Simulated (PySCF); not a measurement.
# NMR shielding calculation, with input and output: C4H11NO2Si

C4H11NO2Si, SMILES CC(=O)O[SiH2]N(C)C, computed with GIAO PBE0/pcSseg-1 NMR shielding, non-relativistic, gas phase (PySCF 2.14.0).

The geometry comes from this level: GFN2-xTB. Figures and captions count atoms from 1; the log counts them from 0 in places.

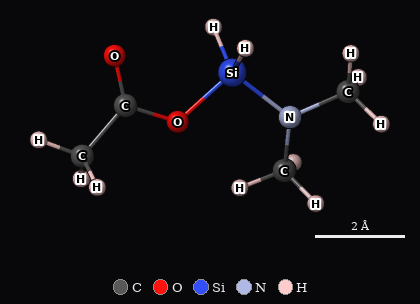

**Figure 1.** The input geometry (ball-and-stick view, seen at a tilt). Bond lengths as drawn: C–C 1.51 Å, C–H 1.09 to 1.10 Å, C–N 1.44 Å, C–O 1.20 to 1.32 Å, H–Si 1.46 to 1.47 Å, N–Si 1.71 Å and O–Si 1.66 Å.

**Key numbers**

| quantity | value |
| --- | --- |
| outcome | converged |
| total energy | −653.215704 hartree |
| HOMO | −6.46 eV |
| LUMO | 0.27 eV |
| dipole moment | 2.71 D |
| isotropic shielding, C | 10.8 to 162.5 ppm |
| isotropic shielding, O | −133.6 to 130.8 ppm |
| isotropic shielding, Si | 381.3 ppm |
| isotropic shielding, N | 254.2 ppm |
| isotropic shielding, H | 26.5 to 29.9 ppm |
| hardware | 1 CPU thread, shared host |
| wall time | 31 s |
| peak memory | 0.87 GiB |

**Input file**
```
{"job": {"kind": "nmr", "xc": "PBE0", "basis": "pcSseg-1"}, "charge": 0, "multiplicity": 1}
C      3.358306    -0.676283    -0.130863
C      2.345364     0.393255     0.180770
O      2.615064     1.499806     0.564219
O      1.103340    -0.008557    -0.020943
Si    -0.164360     1.040982     0.226019
N     -1.478105     0.105033    -0.342324
C     -2.779951     0.713996    -0.409103
C     -1.543761    -1.336770    -0.286220
H      3.342884    -0.871326    -1.201298
H      3.091417    -1.595749     0.384610
H      4.349508    -0.349126     0.167616
H     -0.159077     1.403448     1.647266
H     -0.030816     2.201581    -0.646453
H     -2.673200     1.788882    -0.515333
H     -3.331810     0.323921    -1.268130
H     -3.367850     0.513504     0.494154
H     -2.109028    -1.679930     0.587765
H     -0.538175    -1.742231    -0.239588
H     -2.039554    -1.715188    -1.184461
```

The first line tells a small driver script what to run in PySCF; the rest is the geometry in Å.

Launched with:
```bash
OMP_NUM_THREADS=1 python <driver script> task.json out
```

**Log**
```
coarse grid: 16024 points
cycle   1  E = -652.9752543237  dE =  1.132e+00  |g| = 9.658e-01  |ddm| = 3.789e+00
cycle   2  E = -652.6839356036  dE =  2.913e-01  |g| = 1.593e+00  |ddm| = 1.691e+00
cycle   3  E = -653.1375773556  dE = -4.536e-01  |g| = 2.629e-01  |ddm| = 1.156e+00
cycle   4  E = -653.1496782331  dE = -1.210e-02  |g| = 8.219e-02  |ddm| = 2.123e-01
cycle   5  E = -653.1507385259  dE = -1.060e-03  |g| = 2.286e-02  |ddm| = 5.711e-02
cycle   6  E = -653.1508505070  dE = -1.120e-04  |g| = 3.965e-03  |ddm| = 1.707e-02
cycle   7  E = -653.1508537090  dE = -3.202e-06  |g| = 7.540e-04  |ddm| = 3.076e-03
final grid: 149264 points
cycle   8  E = -653.2156686683  dE = -2.207e-05  |g| = 1.332e-02  |ddm| = 2.418e-02
cycle   9  E = -653.2156221959  dE =  4.647e-05  |g| = 2.065e-02  |ddm| = 2.208e-02
cycle  10  E = -653.2157023547  dE = -8.016e-05  |g| = 2.825e-03  |ddm| = 1.394e-02
cycle  11  E = -653.2157038300  dE = -1.475e-06  |g| = 4.793e-04  |ddm| = 1.862e-03
cycle  12  E = -653.2157038677  dE = -3.772e-08  |g| = 1.362e-04  |ddm| = 3.623e-04
cycle  13  E = -653.2157038714  dE = -3.671e-09  |g| = 2.542e-05  |ddm| = 1.092e-04
cycle  14  E = -653.2157038715  dE = -1.362e-10  |g| = 4.868e-06  |ddm| = 3.044e-05
```

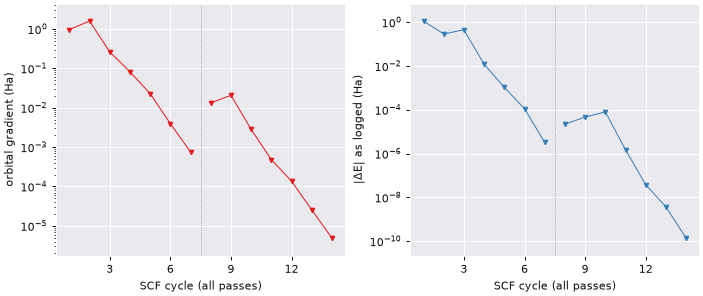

**Figure 2.** Convergence of the self-consistent field: orbital gradient and size of the energy change against the SCF cycle. The dotted line marks the change from a coarse to the final integration grid. The first 7 cycles use a coarse grid, the final grid takes over at cycle 8, and the field converges after 14 cycles in all.

```
converged SCF energy = -653.2157038715

GIAO shielding tensors (ppm)
atom      isotropic    diamagn.    paramagn.     s11        s22        s33       span
  0 C      162.480     247.905     -85.425    139.471    154.191    193.779     54.308
  1 C       10.761     247.464    -236.703    -90.000     46.755     75.529    165.529
  2 O     -133.580     402.887    -536.467   -396.233   -241.405    236.898    633.132
  3 O      130.757     406.517    -275.760     -8.439    175.409    225.303    233.742
  4 Si     381.341     884.887    -503.546    351.397    376.212    416.413     65.015
  5 N      254.232     330.103     -75.871    220.887    263.839    277.971     57.084
  6 C      149.651     243.016     -93.365    123.473    138.982    186.499     63.025
  7 C      148.171     247.189     -99.018    124.584    134.030    185.897     61.313
  8 H       29.360      28.377       0.983     25.915     28.501     33.664      7.749
  9 H       29.482      29.229       0.253     25.623     29.289     33.535      7.912
 10 H       29.851      25.939       3.912     25.784     28.088     35.681      9.897
 11 H       26.489      32.729      -6.240     22.797     25.199     31.471      8.674
 12 H       26.663      32.979      -6.316     23.039     25.465     31.486      8.447
 13 H       29.058      29.461      -0.403     24.390     27.175     35.609     11.219
 14 H       29.211      28.372       0.839     24.665     26.733     36.234     11.568
 15 H       29.333      28.435       0.898     24.656     27.024     36.320     11.664
 16 H       29.444      31.048      -1.604     25.330     26.776     36.226     10.896
 17 H       28.355      33.156      -4.801     22.296     29.201     33.569     11.272
 18 H       29.316      30.849      -1.534     25.170     26.677     36.101     10.931
```

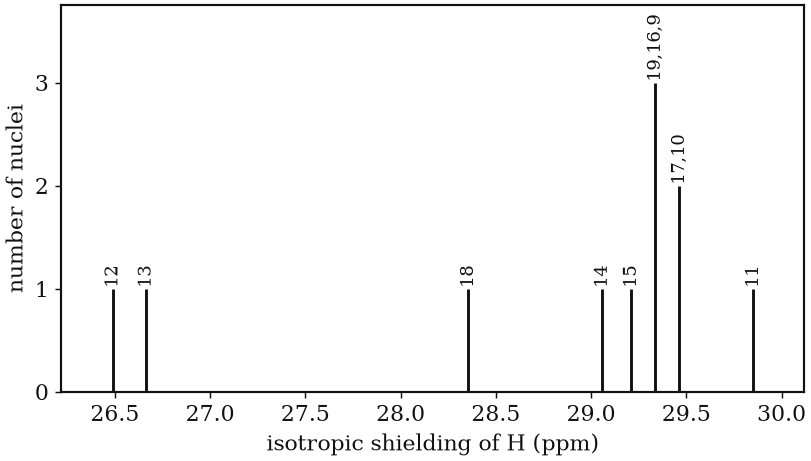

**Figure 3.** Isotropic shieldings of the hydrogen nuclei in this fixed geometry, labelled by atom number; shielding grows to the right, so chemical shift grows to the left. The least shielded is H12 (26.5 ppm), the most shielded H11 (29.9 ppm).

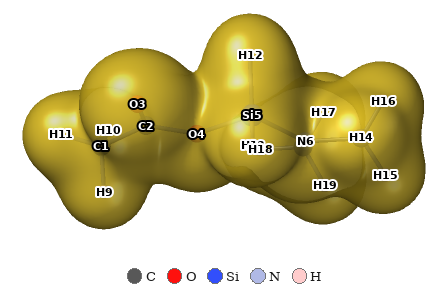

**Figure 4.** Isosurface of the total electron density at 0.05 e/Å³ (yellow), seen from the side. At this value the surface is in one piece. On the grid the lowest density along these lines, outside the cores, is 2.9 e/Å³ (C–O, 1.20 Å), 1.9 e/Å³ (C–N, 1.44 Å), 1.7 e/Å³ (C–C, 1.51 Å) and 0.92 e/Å³ (Si–O, 1.66 Å).

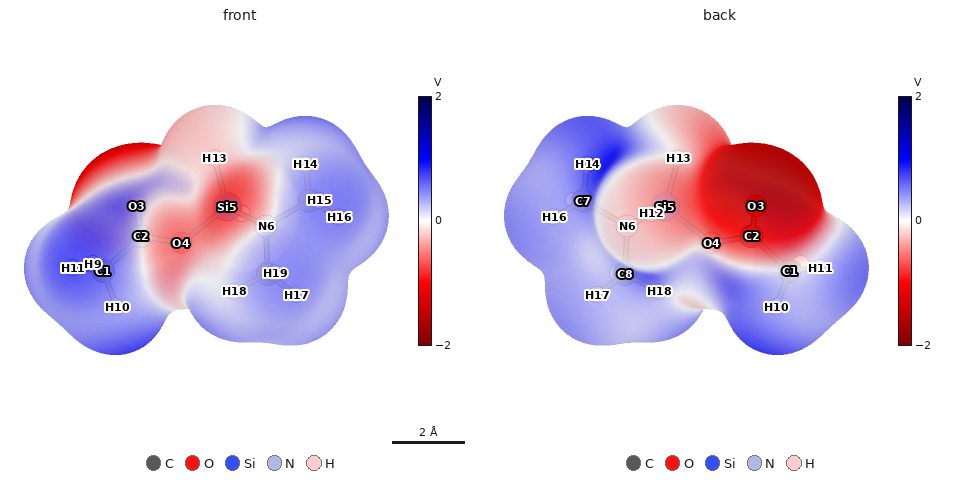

**Figure 5.** The molecular electrostatic potential painted on the density surface at 0.001 e/bohr³, seen at a tilt and from behind; the colour scale runs from red (negative) to blue (positive). Its dipole moment is 2.71 D.

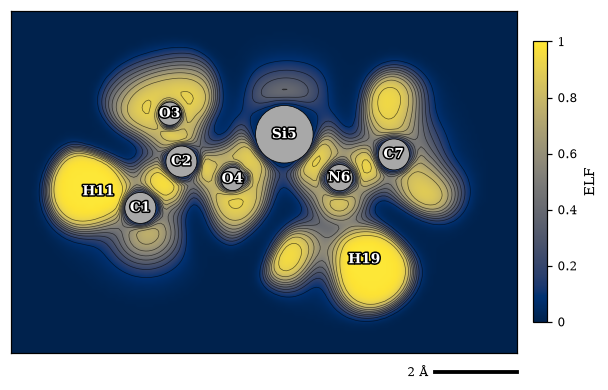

**Figure 6.** Electron localisation function on the plane of atoms O4, Si5 and N6. Grey discs, where drawn, cover atomic cores. The section cuts through C, O, Si, N and H sites. C–O (1.20 Å): the ELF peaks at about 0.90 between the atoms (a double or triple bond). C–N (1.44 Å): the ELF peaks at about 0.90 between the atoms, which marks a covalent bond. C–C (1.51 Å): the ELF peaks at about 0.95 between the atoms (localised, shared-pair bonding). Si–O (1.66 Å): the ELF peaks at about 0.90 between the atoms (a polar covalent bond).
